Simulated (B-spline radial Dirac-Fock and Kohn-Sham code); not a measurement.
Ruthenium in charge state +5 (Ru⁵⁺), configuration [Kr] 4d3, inside a Watson sphere of charge −5 and radius 1.6 Å that stands in for a crystal. The calculation used Dirac–Fock ΔSCF (average of configuration, Fermi nucleus, Breit and QED terms, no correlation) (a B-spline radial code).

Predict the main features of the following plot. Shifts of Kα satellites and hypersatellites with the number of spectator holes in 2p, counted from the Kα line without spectators.

The Kα centroid lies at 19.234 keV. One spectator hole shifts it by 56.5 eV and 5 holes by 295 eV; the steps grow from 56.5 eV to 61.5 eV. The hypersatellite (both 1s electrons missing) lies 502 eV above Kα as an average over its terms.

The result:

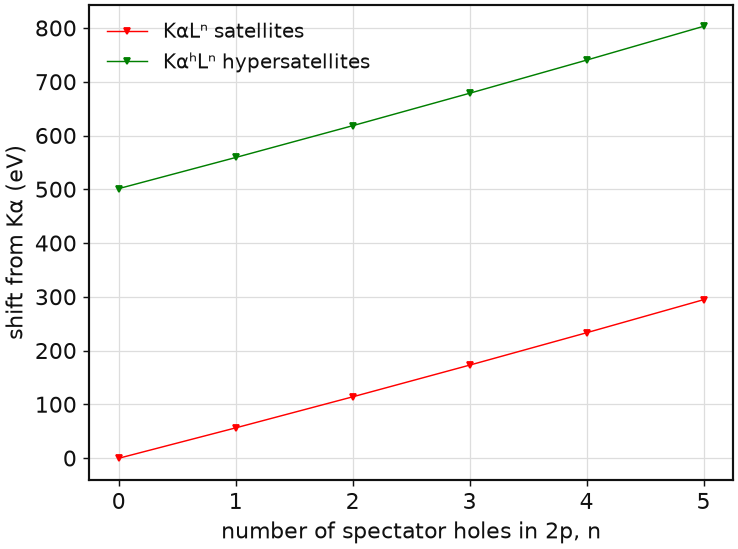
